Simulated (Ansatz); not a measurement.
## How Pt(110) screens a field

Wanted: the response of a Pt(110) slab to a perpendicular field.

Main program and level: Ansatz 0.2.0; plane-wave DFT, r2SCAN, Ansatz PAW.

### Step 1. The starting structure

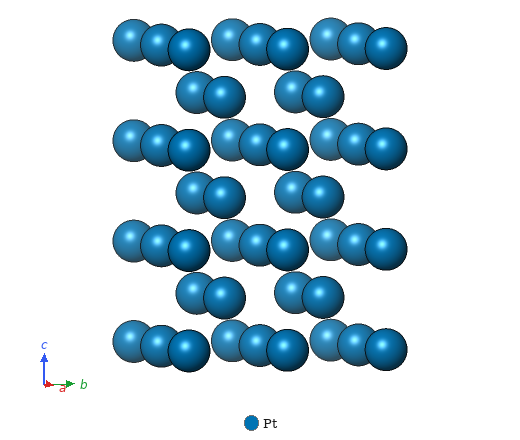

Start, viewed from the side, with the c axis up; platinum blue. 2×2×1 cells are drawn. Some periodic images of atoms are drawn too.

The cell holds 7 atoms: 7 Pt. Its edges and angles: a = 3.920 Å, b = 2.772 Å, c = 26.316 Å, α = 90.0°, β = 90.0°, γ = 90.0°. Vacuum lies along c.

### Step 2. Single point, field 0

A sawtooth potential applies the field, turning back in the middle of the vacuum. With the dipole correction the typed value is the field outside the slab. The induced dipole is small, so the SCF threshold is tight.

input.yaml reads:

```yaml
crystal:
  lattice:
    - [3.92, 0.0, 0.0]
    - [0.0, 2.7718585823, 0.0]
    - [0.0, 0.0, 26.3155757468]
  atoms:
    - { symbol: Pt, position: [0.0, 0.0, 0.3420027776] }
    - { symbol: Pt, position: [0.5, 0.5, 0.3946685184] }
    - { symbol: Pt, position: [0.0, 0.0, 0.4473342592] }
    - { symbol: Pt, position: [0.5, 0.5, 0.5] }
    - { symbol: Pt, position: [0.0, 0.0, 0.5526657408] }
    - { symbol: Pt, position: [0.5, 0.5, 0.6053314816] }
    - { symbol: Pt, position: [0.0, 0.0, 0.6579972224] }
kpoints:
  mp_grid: { grid: [14, 18, 1] }
hamiltonian:
  xc: r2scan
scf:
  occupations: { method: fermi_dirac, width: 0.1 }
  convergence: { dr2_threshold: 1.0e-10 }
efield:
  axis: 3
  dipole_correction: true
  ramp_position: 0.97
  ramp_width: 0.06
  amplitude: 0
output:
  forces: true
  write_potential: true
  write_density: true
  volumetric_format: npy
```

Started as:

```bash
> ansatz run input.yaml --threads 4 --pin off --max-ram 6144MiB --backend cpu --events-out ev --progress --plain --runs-dir out
```

Numbers of over 12 decimals in the logs are rounded to 6 here.

The log of the run:

```text
Engine: ansatz 0.2.0, aarch64-unknown-linux-gnu
Pseudopotentials: kind: paw
Pseudopotential: Pt, paw, valence charge 18, recommended cutoff 500 eV (meta_gga), Pt.paw.azcp
Functional definition: r2SCAN
  parameter k0 = 0.174
  parameter k1 = 0.065
  parameter a1 = 4.9479
  exchange = r2scan_x(k0 = k0, k1 = k1, a1 = a1)
  correlation = r2scan_c
Crystal: 7 atoms, lattice volume = 285.937 Å³
Basis set: ecut = 500 eV, 7195 PW (Γ), exchange–correlation on 120×96×768 points (64 copies of the dense FFT grid, shifted against one another)
Bands: 76, of which v1, the nominal top of the filled ones, is band 63 counted from 1 (62 counted from 0)
Symmetry: 4 space group operations
k-points: 80 of 252
Non-local potential: Pt, projectors of the file, l = 0: 3, l = 1: 2, l = 2: 2, l = 3: 1
PAW form: soft (Blöchl's): semilocal exchange-correlation on the pseudo side does not see the compensation charge
PAW frozen core: Pt, regenerated for the run's functional (the file was generated under x = pbe(κ = 0.804, μ = 0.219515), c = pbe(β = 0.066725))
PAW one-centre angular grid: Pt, 590 points (default); XC on 160 Gauss nodes
Initial density: superposition of atomic densities (neutral atoms: chi_scale 0, normalization atom), corrected by the library's trained network
Initial wavefunctions: pseudopotential atomic-orbital guess
Functional: x = r2scan, c = r2scan; τ floored in thin density (d = 2e-4 eV/Å³)
SCF iter   1: F=—  HF=-87754.759166 eV  |F-HF|=—  |Δ(HF+E_count)|=         —  Δρ=1.56e-2  dr2=3.84e0  dr2_τ=1.31e-1  ethr=1.77e-3  p=0.000 e·Å  D=1.97e-13 V/Å  ΔV_dip=-0.00 eV  dr2_dipole=2.17e-9  V_vac-E_F(+/−)=5.33/5.33 eV  ⟨swp⟩=7.6  Hψ=25764  notcnv=0  defer=109
efield: sawtooth ramp at fractional position 0.9700 (set: `efield.ramp_position`, or a place that a band, a saddle search or an elastic batch's reference lends), width 0.0600; the density the first Hamiltonian is built on has a dipole p = 0.000 e·Å; the dipole correction subtracts the counter field D = 1.97e-13 V/Å, which shifts the + side's vacuum level by -0.00 eV against the − side's; the planar-averaged density in the ramp window peaks in size at 1.2e-5 e/Å³
preconditioner: auto → LDOS  [metal: Δε(μ)=0.005 eV  Ē_g=7.700 eV  σ=0.100 eV  W_gap=0.01  n_scr=62 (ndim 8)  ℏωp=18.4 eV  f_vac=0.572  D(μ)=11.53/eV (n_scr^D=86)  β→1.0]
SCF iter   2: F=—  HF=-87754.732652 eV  |F-HF|=—  |Δ(HF+E_count)|=   2.65e-2  Δρ=8.82e-3  dr2=3.07e-1  dr2_τ=4.88e-2  ethr=1.77e-3  p=-0.000 e·Å  D=-1.40e-5 V/Å  ΔV_dip=0.00 eV  dr2_dipole=6.10e-10  V_vac-E_F(+/−)=5.23/5.23 eV  ⟨swp⟩=3.1  Hψ=10442  notcnv=0  defer=240
SCF iter   3: F=—  HF=-87754.707776 eV  |F-HF|=—  |Δ(HF+E_count)|=   2.49e-2  Δρ=3.69e-3  dr2=1.53e-1  dr2_τ=1.31e-2  ethr=2.44e-4  p=-0.000 e·Å  D=-2.75e-6 V/Å  ΔV_dip=0.00 eV  dr2_dipole=1.10e-10  V_vac-E_F(+/−)=5.25/5.25 eV  ⟨swp⟩=2.4  Hψ=11303  notcnv=0  defer=240
SCF iter   4: F=—  HF=-87754.693535 eV  |F-HF|=—  |Δ(HF+E_count)|=   1.42e-2  Δρ=9.44e-4  dr2=3.86e-3  dr2_τ=2.37e-4  ethr=1.22e-4  p=-0.000 e·Å  D=-2.78e-6 V/Å  ΔV_dip=0.00 eV  dr2_dipole=1.75e-12  V_vac-E_F(+/−)=5.27/5.27 eV  ⟨swp⟩=2.1  Hψ=9646  notcnv=0  defer=241
SCF iter   5: F=—  HF=-87754.693305 eV  |F-HF|=—  |Δ(HF+E_count)|=   2.30e-4  Δρ=4.91e-4  dr2=1.39e-3  dr2_τ=3.70e-5  ethr=3.06e-6  p=-0.000 e·Å  D=-1.02e-6 V/Å  ΔV_dip=0.00 eV  dr2_dipole=3.19e-13  V_vac-E_F(+/−)=5.26/5.26 eV  ⟨swp⟩=2.6  Hψ=10277  notcnv=0  defer=239
SCF iter   6: F=—  HF=-87754.693298 eV  |F-HF|=—  |Δ(HF+E_count)|=   7.47e-6  Δρ=2.46e-4  dr2=3.44e-4  dr2_τ=4.87e-6  ethr=1.10e-6  p=-0.000 e·Å  D=-5.07e-7 V/Å  ΔV_dip=0.00 eV  dr2_dipole=5.46e-12  V_vac-E_F(+/−)=5.26/5.26 eV  ⟨swp⟩=1.8  Hψ=6562  notcnv=0  defer=239
SCF iter   7: F=—  HF=-87754.693289 eV  |F-HF|=—  |Δ(HF+E_count)|=   8.88e-6  Δρ=8.13e-5  dr2=4.68e-5  dr2_τ=2.31e-6  ethr=2.73e-7  p=-0.000 e·Å  D=-6.41e-8 V/Å  ΔV_dip=0.00 eV  dr2_dipole=1.20e-12  V_vac-E_F(+/−)=5.26/5.26 eV  ⟨swp⟩=2.2  Hψ=8185  notcnv=0  defer=239
SCF iter   8: F=—  HF=-87754.693303 eV  |F-HF|=—  |Δ(HF+E_count)|=   1.38e-5  Δρ=2.16e-5  dr2=1.97e-6  dr2_τ=2.31e-7  ethr=3.71e-8  p=-0.000 e·Å  D=-3.17e-8 V/Å  ΔV_dip=0.00 eV  dr2_dipole=4.00e-12  V_vac-E_F(+/−)=5.27/5.27 eV  ⟨swp⟩=2.0  Hψ=8561  notcnv=0  defer=239
SCF iter   9: F=—  HF=-87754.693610 eV  |F-HF|=—  |Δ(HF+E_count)|=   3.08e-4  Δρ=5.55e-6  dr2=1.05e-7  dr2_τ=1.30e-8  ethr=1.56e-9  p=-0.000 e·Å  D=-1.17e-8 V/Å  ΔV_dip=0.00 eV  dr2_dipole=3.33e-13  V_vac-E_F(+/−)=5.27/5.27 eV  ⟨swp⟩=3.1  Hψ=11381  notcnv=0  defer=239
SCF iter  10: F=—  HF=-87754.693610 eV  |F-HF|=—  |Δ(HF+E_count)|=   1.18e-7  Δρ=1.74e-6  dr2=6.62e-9  dr2_τ=7.20e-10  ethr=8.32e-11  p=0.000 e·Å  D=1.20e-8 V/Å  ΔV_dip=-0.00 eV  dr2_dipole=1.18e-13  V_vac-E_F(+/−)=5.27/5.27 eV  ⟨swp⟩=2.4  Hψ=10568  notcnv=0  defer=239
[...]
SCF iter  12: F=—  HF=-87754.693610 eV  |F-HF|=—  |Δ(HF+E_count)|=  9.75e-10  Δρ=1.60e-7  dr2=1.16e-10  dr2_τ=1.13e-11  ethr=1.00e-12  p=0.000 e·Å  D=8.68e-9 V/Å  ΔV_dip=-0.00 eV  dr2_dipole=2.60e-15  V_vac-E_F(+/−)=5.27/5.27 eV  ⟨swp⟩=18.1  Hψ=42099  notcnv=0
iter 13 met the thresholds in force, and the SCF goes on: an eigenvalue changes by 6.20 meV, over its tolerance of 1.02 meV (output.eigenvalues, Limitations)
SCF iter  13: F=-87754.693610 eV  HF=-87754.693610 eV  |F-HF|=4.95e-10  |Δ(HF+E_count)|=  4.37e-11  Δρ=7.11e-8  dr2=3.32e-11  dr2_τ=1.21e-12  ethr=1.00e-12  p=-0.000 e·Å  D=-5.00e-11 V/Å  ΔV_dip=0.00 eV  dr2_dipole=5.19e-16  V_vac-E_F(+/−)=5.27/5.27 eV  ⟨swp⟩=8.1  Hψ=33493  notcnv=0
iter 14 met the thresholds in force, and the SCF goes on: an eigenvalue changes by 3.34 meV, over its tolerance of 1.01 meV (output.eigenvalues, Limitations)
SCF iter  14: F=-87754.693610 eV  HF=-87754.693610 eV  |F-HF|=3.35e-10  |Δ(HF+E_count)|=  5.24e-10  Δρ=2.89e-8  dr2=5.83e-12  dr2_τ=1.73e-13  ethr=1.00e-12  p=0.000 e·Å  D=2.11e-9 V/Å  ΔV_dip=-0.00 eV  dr2_dipole=3.62e-16  V_vac-E_F(+/−)=5.27/5.27 eV  ⟨swp⟩=8.0  Hψ=32645  notcnv=0
Mixer restart at iter 14: flushing history
SCF iter  15: F=-87754.693610 eV  HF=-87754.693610 eV  |F-HF|=9.02e-10  |Δ(HF+E_count)|=  3.06e-10  Δρ=2.56e-7  dr2=1.02e-9  dr2_τ=2.61e-11  ethr=1.00e-12  p=0.000 e·Å  D=2.35e-8 V/Å  ΔV_dip=-0.00 eV  dr2_dipole=3.32e-11  V_vac-E_F(+/−)=5.27/5.27 eV  ⟨swp⟩=1.0  Hψ=5843  notcnv=0  κ⁻¹=1.0e0(r=1)
SCF iter  16: F=-87754.693610 eV  HF=-87754.693610 eV  |F-HF|=1.05e-8  |Δ(HF+E_count)|=  7.28e-11  Δρ=3.86e-7  dr2=7.48e-9  dr2_τ=5.78e-11  ethr=1.00e-12  p=-0.000 e·Å  D=-3.26e-7 V/Å  ΔV_dip=0.00 eV  dr2_dipole=3.03e-9  V_vac-E_F(+/−)=5.27/5.27 eV  ⟨swp⟩=1.0  Hψ=5841  notcnv=0  κ⁻¹=4.9e-2(r=2)
SCF iter  17: F=-87754.693610 eV  HF=-87754.693610 eV  |F-HF|=3.71e-9  |Δ(HF+E_count)|=  7.28e-11  Δρ=2.60e-7  dr2=2.60e-9  dr2_τ=2.63e-11  ethr=1.00e-12  p=0.000 e·Å  D=1.57e-7 V/Å  ΔV_dip=-0.00 eV  dr2_dipole=8.32e-10  V_vac-E_F(+/−)=5.27/5.27 eV  ⟨swp⟩=1.0  Hψ=5841  notcnv=0  κ⁻¹=4.9e-3(r=3)
SCF iter  18: F=-87754.693610 eV  HF=-87754.693610 eV  |F-HF|=5.82e-11  |Δ(HF+E_count)|=    0.00e0  Δρ=1.17e-8  dr2=2.25e-12  dr2_τ=4.69e-14  ethr=1.00e-12  p=-0.000 e·Å  D=-7.71e-9 V/Å  ΔV_dip=0.00 eV  dr2_dipole=5.16e-15  V_vac-E_F(+/−)=5.27/5.27 eV  ⟨swp⟩=9.0  Hψ=31531  notcnv=0
SCF 1 converged in 18 iterations: F = -87754.693610 eV  dr2 = 2.25e-12
  greatest PAW one-centre occupation: 1.000 electrons in one spin orbital (limit 2), on the Pt atom at site 2 (counted from 0), in its partial waves of l = 0
WARN: The output density's exchange-correlation potential varies sharply where the density is thin. Do not read a vacuum level from v_tot or v_xc, or from such a field of the output density. On a cell that repeats whose density bears no net charge and no dipole along the vacuum's axis use v_es (v_loc + v_h of the components); under efield.dipole_correction with no amplitude use v_es + v_field, which holds any externa [...]
SCF converged after 18 iterations
an eigenvalue changed by more than its tolerance at an iteration that met the thresholds in force, so the SCF went on 2 times, its first undamped step at iteration 14: the last check found none over its tolerance
Free energy (F): -87754.693610 eV
Harris-Foulkes:  -87754.693610 eV  (|F-HF|=5.82e-11)
Internal energy: -87754.299292 eV  (E = F + TS)
E sigma→0 (E₀):  -87754.496451 eV
Entropy (-TS):   -0.394318 eV (-56.331 meV/atom)
Fermi energy:    5.168729 eV
Dipole field:    D = 0.000000 V/Å  (p = 0.000000 e·Å, saw-weighted, corrected)
Work function:   Φ+ = 5.2654 eV   Φ− = 5.2654 eV
Levels:          The Fermi level and band energies are counted from a zero that moves with the ramp; work functions are not
--- Per-component energies (eV) ---
  E_band       = -3250.273838
  E_kinetic    = 4461.485314
  E_local      = -242463.806924  (includes V_loc(G=0)·N_el)
  E_nonlocal   = 1417.506793
  E_hartree    = 118812.836448
  E_xc         = -1746.226023
  E_vxc        = -2356.768586  (∫ρ·V_xc dr)
  E_paw        = -66360.389203  (= ΣΔE_a)
  E_vpaw       = -2085.638921  (= ΣTr[D̂ρ^β])
  E_aug_tail   = 0.001043  (compensation charges beyond the density's cutoff)
  E_vtau       = 151.274022  (kinetic-family band-sum trace: ∫τ·v_τ [+ j·A + Jᵃ·Aᵃ] dr)
  E_efield     = 0.000000  (sawtooth field / dipole correction)
  E_vefield    = 0.000000  (∫n·V_field dr)
  E_ewald      = 98125.913721
  E_core_change = -1.620461  (= ΣΔE_core)
  E_smearing   = -0.394318  (= −TS)
  E_closure    = -0.000000  (closes the sum)
  Σ components = -87754.693610   (vs F -87754.693610, Δ=0.00e0)
--- Forces (eV/Å), atoms counted from 1 ---
  atom   1  Pt     0.00000000     0.00000000     0.82930764
  atom   2  Pt     0.00000000     0.00000000    -1.12136429
  atom   3  Pt     0.00000000     0.00000000    -0.02400087
  atom   4  Pt     0.00000000     0.00000000     0.00000008
  atom   5  Pt     0.00000000     0.00000000     0.02400079
  atom   6  Pt     0.00000000     0.00000000     1.12136412
  atom   7  Pt     0.00000000     0.00000000    -0.82930748
  max |Σ_I F_I| component: 8.62e-9 eV/Å
--- Band table (eV; the first three rows and the last of 80) ---
  k-point 0: bands = [... 59 lower, 4.4279, 4.6087, 4.7073, 5.0448, 5.0641, 5.3804, 5.4064, 5.6518, ... 9 higher]
  k-point 1: bands = [... 59 lower, 4.3617, 4.6418, 4.8112, 4.8959, 4.9608, 5.4498, 5.4507, 5.5136, ... 9 higher]
  k-point 2: bands = [... 59 lower, 4.1921, 4.7259, 4.7504, 4.7506, 4.8207, 5.2720, 5.5621, 5.6392, ... 9 higher]
  k-point 79: bands = [... 59 lower, 5.2187, 5.3077, 5.4834, 5.4998, 6.2221, 6.4975, 8.6764, 9.0004, ... 9 higher]
```

Elapsed: 2.8 min, on 4 threads of Arm Neoverse V2, shared host; peak memory 2.1 GiB.

Numbers from this step:

- energy at zero smearing: -87754.4965 eV
- work function, upper face: 5.265 eV
- dipole along the normal: 1.16e-7 e·Å

Running mean over 1.386 Å of the planar mean; the ramp of the sawtooth is left out. Table of electron's electrostatic potential energy less the Fermi level by z:

| z (Å) | electron's electrostatic potential energy less the Fermi level (eV) |
| --- | --- |
| 4 | 5.27 |
| 5 | 5.26 |
| 6 | 5.25 |
| 7 | 4.99 |
| 8 | 0.390 |
| 9 | -9.94 |
| 10 | -11.6 |
| 11 | -12.0 |
| 12 | -12.0 |
| 13 | -12.0 |
| 14 | -12.0 |
| 15 | -12.0 |
| 16 | -11.8 |
| 17 | -11.0 |
| 18 | -3.36 |
| 19 | 4.57 |
| 20 | 5.23 |
| 21 | 5.26 |
| 22 | 5.27 |
| 23 | 5.27 |

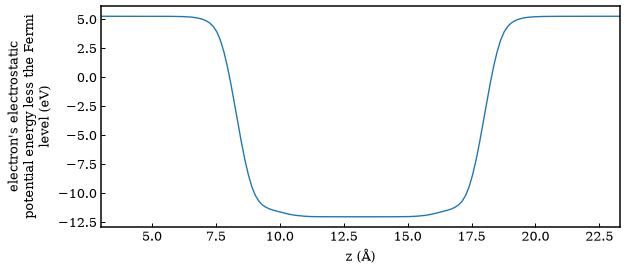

Electron's electrostatic potential energy less the Fermi level against z.

Force by atom:

| atom | x (eV/Å) | y (eV/Å) | z (eV/Å) | size |
| --- | --- | --- | --- | --- |
| Pt1 | 0.00 | 0.00 | 0.83 | 0.83 |
| Pt2 | 0.00 | 0.00 | -1.12 | 1.12 |
| Pt3 | 0.00 | 0.00 | -0.02 | 0.02 |
| Pt4 | 0.00 | 0.00 | 0.00 | 0.00 |
| Pt5 | 0.00 | 0.00 | 0.02 | 0.02 |
| Pt6 | 0.00 | 0.00 | 1.12 | 1.12 |
| Pt7 | 0.00 | 0.00 | -0.83 | 0.83 |

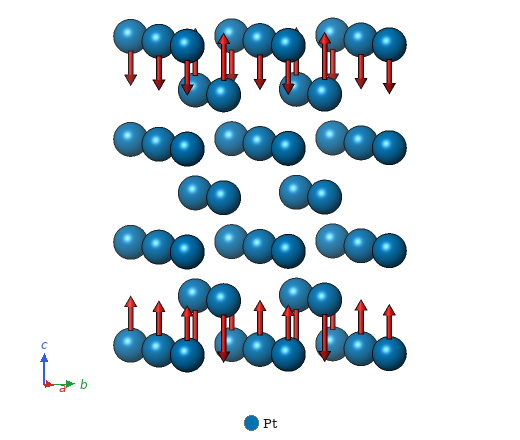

Force as arrows, the longest 1.12 eV/Å. 2×2×1 cells are drawn. Some periodic images of atoms are drawn too.

The work function of the upper face is 5.27 eV.

### Step 3. Atoms held, field 0.05 V/Å

input.yaml, as its differences from that of step 2:

```diff
@@ -25,3 +25,3 @@
   ramp_width: 0.06
-  amplitude: 0
+  amplitude: 0.05
 output:
```

The log of the run:

```text
[...]
Crystal: 7 atoms, lattice volume = 285.937 Å³
Basis set: ecut = 500 eV, 7195 PW (Γ), exchange–correlation on 120×96×768 points (64 copies of the dense FFT grid, shifted against one another)
Bands: 76, of which v1, the nominal top of the filled ones, is band 63 counted from 1 (62 counted from 0)
Symmetry: 4 space group operations
k-points: 80 of 252
[...]
k-point 0: bands = [... 59 lower, 4.4278, 4.6085, 4.7072, 5.0447, 5.0640, 5.3802, 5.4063, 5.6517, ... 9 higher]
  k-point 1: bands = [... 59 lower, 4.3616, 4.6417, 4.8111, 4.8957, 4.9607, 5.4497, 5.4506, 5.5135, ... 9 higher]
  k-point 2: bands = [... 59 lower, 4.1920, 4.7257, 4.7503, 4.7505, 4.8206, 5.2719, 5.5619, 5.6391, ... 9 higher]
  k-point 79: bands = [... 59 lower, 5.2186, 5.3076, 5.4833, 5.4997, 6.2220, 6.4974, 8.6763, 9.0003, ... 9 higher]
[key lines of the parts left out:]
SCF converged after 19 iterations
Free energy (F): -87754.694450 eV
Fermi energy:    5.168601 eV
Dipole field:    D = 0.021255 V/Å  (p = 0.033587 e·Å, saw-weighted, corrected)
```

Wall time 2.7 min (4 threads); peak memory 2.1 GiB.

The dipole is 0.0336 e·Å.

### Step 4. Atoms held, field -0.05 V/Å

input.yaml, as its differences from that of step 3:

```diff
@@ -25,3 +25,3 @@
   ramp_width: 0.06
-  amplitude: 0.05
+  amplitude: -0.05
 output:
```

The log of the run:

```text
[...]
Crystal: 7 atoms, lattice volume = 285.937 Å³
Basis set: ecut = 500 eV, 7195 PW (Γ), exchange–correlation on 120×96×768 points (64 copies of the dense FFT grid, shifted against one another)
Bands: 76, of which v1, the nominal top of the filled ones, is band 63 counted from 1 (62 counted from 0)
Symmetry: 4 space group operations
k-points: 80 of 252
[...]
k-point 0: bands = [... 59 lower, 4.4278, 4.6085, 4.7072, 5.0447, 5.0640, 5.3802, 5.4063, 5.6517, ... 9 higher]
  k-point 1: bands = [... 59 lower, 4.3616, 4.6417, 4.8111, 4.8957, 4.9607, 5.4497, 5.4506, 5.5135, ... 9 higher]
  k-point 2: bands = [... 59 lower, 4.1920, 4.7257, 4.7503, 4.7505, 4.8206, 5.2719, 5.5619, 5.6391, ... 9 higher]
  k-point 79: bands = [... 59 lower, 5.2186, 5.3076, 5.4833, 5.4997, 6.2220, 6.4974, 8.6763, 9.0003, ... 9 higher]
[key lines of the parts left out:]
SCF converged after 19 iterations
Free energy (F): -87754.694450 eV
Fermi energy:    5.168601 eV
Dipole field:    D = -0.021255 V/Å  (p = -0.033587 e·Å, saw-weighted, corrected)
```

The job ended after 2.7 min (4 threads; peak memory 2.1 GiB).

The dipole is -0.0336 e·Å.

### Step 5. Atoms held, field 0.1 V/Å

input.yaml, as its differences from that of step 4:

```diff
@@ -25,3 +25,3 @@
   ramp_width: 0.06
-  amplitude: -0.05
+  amplitude: 0.1
 output:
```

The log of the run:

```text
[...]
Crystal: 7 atoms, lattice volume = 285.937 Å³
Basis set: ecut = 500 eV, 7195 PW (Γ), exchange–correlation on 120×96×768 points (64 copies of the dense FFT grid, shifted against one another)
Bands: 76, of which v1, the nominal top of the filled ones, is band 63 counted from 1 (62 counted from 0)
Symmetry: 4 space group operations
k-points: 80 of 252
[...]
k-point 0: bands = [... 59 lower, 4.4273, 4.6081, 4.7068, 5.0443, 5.0636, 5.3799, 5.4059, 5.6513, ... 9 higher]
  k-point 1: bands = [... 59 lower, 4.3611, 4.6412, 4.8107, 4.8954, 4.9603, 5.4493, 5.4502, 5.5131, ... 9 higher]
  k-point 2: bands = [... 59 lower, 4.1916, 4.7252, 4.7500, 4.7501, 4.8202, 5.2715, 5.5615, 5.6387, ... 9 higher]
  k-point 79: bands = [... 59 lower, 5.2182, 5.3072, 5.4829, 5.4993, 6.2216, 6.4970, 8.6759, 8.9999, ... 9 higher]
[key lines of the parts left out:]
SCF converged after 20 iterations
Free energy (F): -87754.696969 eV
Fermi energy:    5.168215 eV
Dipole field:    D = 0.042512 V/Å  (p = 0.067176 e·Å, saw-weighted, corrected)
```

The job ended after 2.8 min (4 threads; peak memory 2.1 GiB).

The dipole is 0.0672 e·Å.

### Step 6. Single point, field -0.1 V/Å

input.yaml, as its differences from that of step 5:

```diff
@@ -25,3 +25,3 @@
   ramp_width: 0.06
-  amplitude: 0.1
+  amplitude: -0.1
 output:
```

The log of the run:

```text
[...]
Crystal: 7 atoms, lattice volume = 285.937 Å³
Basis set: ecut = 500 eV, 7195 PW (Γ), exchange–correlation on 120×96×768 points (64 copies of the dense FFT grid, shifted against one another)
Bands: 76, of which v1, the nominal top of the filled ones, is band 63 counted from 1 (62 counted from 0)
Symmetry: 4 space group operations
k-points: 80 of 252
[...]
k-point 0: bands = [... 59 lower, 4.4273, 4.6081, 4.7068, 5.0443, 5.0636, 5.3799, 5.4059, 5.6513, ... 9 higher]
  k-point 1: bands = [... 59 lower, 4.3611, 4.6412, 4.8107, 4.8954, 4.9603, 5.4493, 5.4502, 5.5131, ... 9 higher]
  k-point 2: bands = [... 59 lower, 4.1916, 4.7252, 4.7500, 4.7501, 4.8202, 5.2715, 5.5615, 5.6387, ... 9 higher]
  k-point 79: bands = [... 59 lower, 5.2182, 5.3072, 5.4829, 5.4993, 6.2216, 6.4970, 8.6759, 8.9999, ... 9 higher]
[key lines of the parts left out:]
SCF converged after 20 iterations
Free energy (F): -87754.696969 eV
Fermi energy:    5.168215 eV
Dipole field:    D = -0.042512 V/Å  (p = -0.067176 e·Å, saw-weighted, corrected)
```

Wall time 2.8 min (4 threads); peak memory 2.1 GiB; 11 min of CPU time.

The dipole is -0.0672 e·Å.

### Step 7. Single point, field 0.2 V/Å

input.yaml, as its differences from that of step 6:

```diff
@@ -25,3 +25,3 @@
   ramp_width: 0.06
-  amplitude: -0.1
+  amplitude: 0.2
 output:
```

The log of the run:

```text
[...]
Crystal: 7 atoms, lattice volume = 285.937 Å³
Basis set: ecut = 500 eV, 7195 PW (Γ), exchange–correlation on 120×96×768 points (64 copies of the dense FFT grid, shifted against one another)
Bands: 76, of which v1, the nominal top of the filled ones, is band 63 counted from 1 (62 counted from 0)
Symmetry: 4 space group operations
k-points: 80 of 252
[...]
k-point 0: bands = [... 59 lower, 4.4254, 4.6066, 4.7053, 5.0428, 5.0621, 5.3783, 5.4043, 5.6497, ... 9 higher]
  k-point 1: bands = [... 59 lower, 4.3594, 4.6395, 4.8091, 4.8938, 4.9588, 5.4476, 5.4487, 5.5115, ... 9 higher]
  k-point 2: bands = [... 59 lower, 4.1901, 4.7232, 4.7486, 4.7486, 4.8186, 5.2700, 5.5598, 5.6371, ... 9 higher]
  k-point 79: bands = [... 59 lower, 5.2166, 5.3056, 5.4813, 5.4979, 6.2202, 6.4955, 8.6744, 8.9985, ... 9 higher]
[key lines of the parts left out:]
SCF converged after 22 iterations
Free energy (F): -87754.707045 eV
Fermi energy:    5.166670 eV
Dipole field:    D = 0.085026 V/Å  (p = 0.134358 e·Å, saw-weighted, corrected)
```

Elapsed: 2.8 min, on 4 threads; peak memory 2.1 GiB.

The dipole is 0.134 e·Å.

(Continued in part 2 of 2.)

[Logs are printed without paths, hosts, clocks, repeated set-up lines and the standing remarks that a program may print on its own settings, such as how far it seeks lower states.]

[Hosts, paths, dates, database ids (printed as entryN), source tags and the programs' standing remarks are cut or masked in the printed files.]

[Maps of the electrostatic potential energy from Ansatz leave out the sawtooth potential of an applied field or a dipole correction, so their vacuum need not be flat; planar profiles and work functions include it.]
